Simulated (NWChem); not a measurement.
# InH2I (SMILES [H][In]([H])[I]) at 6 levels

Aim: a comparison of 6 runs (HF/def2-SVP, HF/3-21G, HF/def2-SVPD, CAM-B3LYP/STO-3G, SVWN5/3-21G, MP2/def2-SVP) of InH2I. 

The results are computed with NWChem 7.3.0.

## (1) The molecule

The species is InH2I (4 atoms), meant as a singlet with charge 0. As SMILES, `[H][In]([H])[I]`. The shape comes from GFN2-xTB, which is rough for such elements, and wasn't checked as a minimum.

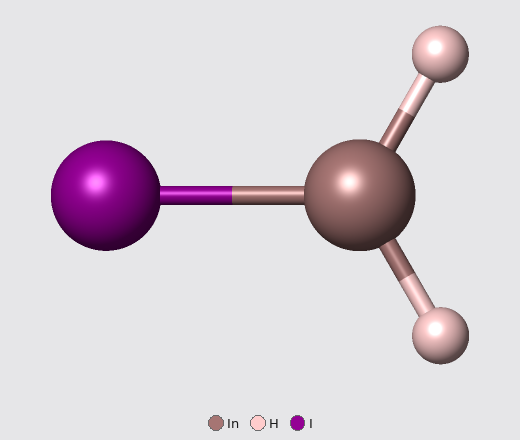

Viewed from a chosen angle; indium brown, hydrogen pink, iodine purple.

## (2) Energy and gradient at HF/def2-SVP (core potential) (run 1)

Input file h2iin.nw:

```
start h2iin
title "H2IIn"
memory total 2200 mb
geometry units bohr noautosym nocenter noautoz
   In   0.23629135   0.39179692  -0.00268341
   H    3.46528528   0.33586102   0.01993661
   H   -1.34255593   3.21115491  -0.03919292
   I   -2.35902071  -3.93881285   0.02193972
end
basis "ao basis" spherical bse
   * library def2-SVP
end
ecp bse
   In library def2-SVP
   I library def2-SVP
end
scf
   thresh 1e-08
   maxiter 80
   print medium
end
task scf gradient
```

The run is started by

```bash
nwchem h2iin.nw > h2iin.out
```

Output:

```text
[...]
  functions       =    62
[...]
  wavefunction    = RHF
[...]
         Total SCF energy =   -487.057059449976
      One-electron energy =  -1101.280864470317
      Two-electron energy =    490.137453537044
 Nuclear repulsion energy =    124.086351483296
        Time for solution =      4.9s
[...]
                         RHF ENERGY GRADIENTS
    atom               coordinates                        gradient
                 x          y          z           x          y          z
   1 In      0.236291   0.391797  -0.002683   -0.004177  -0.007502   0.000021
   2 H       3.465285   0.335861   0.019937   -0.005304   0.004527  -0.000069
   3 H      -1.342556   3.211155  -0.039193    0.006336  -0.002317   0.000073
   4 I      -2.359021  -3.938813   0.021940    0.003145   0.005292  -0.000025
[...]
```

Run time: 8.1 s. Hardware: 1 thread of Intel Xeon 6975P-C (Granite Rapids), shared host; peak memory 0.1 GiB.

## (3) Energy and forces at HF/3-21G (run 2)

Input file h2iin.nw:

```
start h2iin
memory 2200 mb

geometry units angstroms noautosym nocenter noautoz
In    0.125040    0.207330   -0.001420
H     1.833750    0.177730    0.010550
H    -0.710450    1.699270   -0.020740
I    -1.248340   -2.084330    0.011610
end

basis spherical bse
* library 3-21G
end

scf
singlet
rhf
thresh 1e-08
maxiter 80
print low
end

task scf gradient
```

The run is started by

```bash
nwchem h2iin.nw > h2iin.out
```

Output:

```text
[...]
  functions       =    66
[...]
  wavefunction    = RHF
[...]
         Total SCF energy = -12603.222959599521
      One-electron energy = -18489.007456614985
      Two-electron energy =   5326.216847257533
 Nuclear repulsion energy =    559.567649757932
        Time for solution =      5.1s
[...]
                         RHF ENERGY GRADIENTS
    atom               coordinates                        gradient
                 x          y          z           x          y          z
   1 In      0.236291   0.391797  -0.002683   -0.006612  -0.011599   0.000050
   2 H       3.465285   0.335861   0.019937   -0.014097   0.004372  -0.000128
   3 H      -1.342556   3.211155  -0.039193    0.010347  -0.010112   0.000171
   4 I      -2.359021  -3.938813   0.021940    0.010362   0.017338  -0.000093
 Task  times  cpu:        8.6s     wall:        8.6s
 Total times  cpu:        8.6s     wall:        8.6s
```

Wall time 9.3 s (1 thread of Intel Xeon 6975P-C (Granite Rapids), shared host); peak memory 0.096 GiB.

Runs 3 to 5 aren't shown in full; the table further down has their settings and results.

## (4) Energy and forces at MP2/def2-SVP (core potential) (run 6)

Input file run.py:

```python
from ase import Atoms
from ase.calculators.nwchem import NWChem

atoms = Atoms(['In', 'H', 'H', 'I'], positions=[
    [0.125040, 0.207330, -0.001420],
    [1.833750, 0.177730, 0.010550],
    [-0.710450, 1.699270, -0.020740],
    [-1.248340, -2.084330, 0.011610],
])

calc = NWChem(
    label='run',
    theory='mp2',
    memory='2200 mb',
    basis='def2-SVP',
    basispar='spherical bse',
    scf={'nopen': '0', 'rhf': None, 'thresh': '1e-08', 'maxiter': '80'},
    mp2={'freeze': 'core 8', 'tight': None},
    **{'ecp bse': {'In library': 'def2-SVP', 'I library': 'def2-SVP'}},
)
atoms.calc = calc

forces = atoms.get_forces()
print(f"energy = {atoms.get_potential_energy():.6f} eV")
print("forces (eV/A):")
for s, f in zip(atoms.symbols, forces):
    print(f"{s:2s} {f[0]:10.5f} {f[1]:10.5f} {f[2]:10.5f}")
```

The run is started by

```bash
export ASE_NWCHEM_COMMAND="nwchem PREFIX.nwi > PREFIX.nwo"
python run.py
```

Output:

```text
energy = -13259.145996 eV
forces (eV/A):
In    0.18548    0.33548   -0.00077
H     0.14408   -0.22420    0.00262
H    -0.25788    0.01049   -0.00226
I    -0.07173   -0.12177    0.00046
```

The calculator wrote run.nwi:

```
title "run"

permanent_dir run

scratch_dir run

start run

geometry units angstrom nocenter noautosym noautoz
  In 1.2504000000000001e-01 2.0732999999999999e-01 -1.4200000000000000e-03
  H  1.8337500000000000e+00 1.7773000000000000e-01 1.0550000000000000e-02
  H  -7.1045000000000003e-01 1.6992700000000001e+00 -2.0740000000000001e-02
  I  -1.2483400000000000e+00 -2.0843300000000000e+00 1.1610000000000001e-02
end

memory 2200 mb

basis spherical bse noprint
   * library def2-SVP
end

scf
  nopen 0
  rhf
  thresh 1e-08
  maxiter 80
end
mp2
  freeze core 8
  tight
end
ecp bse
  In library def2-SVP
  I library def2-SVP
end

task mp2 gradient
```

run.nwo:

```text
Northwest Computational Chemistry Package (NWChem) 7.3.0
             --------------------------------------------------------

           Job information
           ---------------

    nwchem branch   = 7.3.0
    use scalapack   = T
    input           = run.nwi
    prefix          = run.
    data base       = run/run.db
    status          = startup
    nproc           =        1

           Memory information
           ------------------

[... 5 lines left out ...]
    hardfail = no
[... 126 lines left out ...]
 Convergence threshold     :          1.000E-08
[... 16 lines left out ...]
      One-electron energy =  -1101.280882142630
[... 44 lines left out ...]
                       ROHF Final Molecular Orbital Analysis
[... 360 lines left out ...]
  MP2 natural orbitals output to run/run.mp2nos
[... 10 lines left out ...]
                 ----------------------------------------
                 |  Time  |  1-e(secs)   |  2-e(secs)   |
                 ----------------------------------------
                 |  CPU   |       0.04   |       2.13   |
                 ----------------------------------------
                 |  WALL  |       0.04   |       2.13   |
                 ----------------------------------------
 -----------------------
 Task  times  cpu:       14.1s     wall:       14.1s
 Total times  cpu:       14.1s     wall:       14.1s
```

Wall time 15 s (1 thread of Intel Xeon 6975P-C (Granite Rapids), shared host); peak memory 0.17 GiB.

## (5) The series

```csv
run,level,core potential,iteration cap,energy (Eh),dipole moment (D),HOMO energy (eV),LUMO energy (eV),wall time
1,HF/def2-SVP (core potential),def2-SVP,80,-487.057059,2.07,-9.83,0.48,8.1 s
2,HF/3-21G,–,80,-12603.222960,–,–,–,9.3 s
3,HF/def2-SVPD (core potential),def2-SVPD,80,-487.059183,1.94,–,–,14 s
4,CAM-B3LYP/STO-3G,–,100,-12539.346554,2.29,-5.68,2.31,12 s
5,SVWN5/3-21G,–,100,-12597.227215,1.79,-6.27,-2.95,9.3 s
6,MP2/def2-SVP (core potential),def2-SVP,80,-487.264632,1.74,-9.83,0.48,15 s
```

## (6) Results

```
                                                      quantity          value
                                           run 6: total energy  -487.26463 Eh
run 6: dipole moment (of the density that the program reports)         1.74 D
                    run 6: HOMO energy (Hartree–Fock orbitals)       -9.83 eV
                    run 6: LUMO energy (Hartree–Fock orbitals)        0.48 eV
                  run 6: HOMO–LUMO gap (Hartree–Fock orbitals)       10.31 eV
            run 6: correlation energy (8 core orbitals frozen)     -207.6 mEh
                               run 6: largest force on an atom     0.383 eV/Å
```

What this shows: Over runs 1, 3, 4, 5, 6 the dipole moment (its size) runs from 1.74 D (MP2/def2-SVP) to 2.29 D (CAM-B3LYP/STO-3G). The two ends differ in method and basis and core potential. Over runs 1, 4, 5 the HOMO–LUMO gap runs from 3.31 eV (SVWN5/3-21G) to 10.31 eV (HF/def2-SVP). Totals of different functionals can't be ranked against each other. Some runs of one species differ in core potentials or relativity; totals across that change don't compare. In run 4 the basis is minimal, so the values are rough. In runs 2, 4, 5 relativity is left out where basis or elements ask for it. All runs together took 68 s, the longest 15 s.
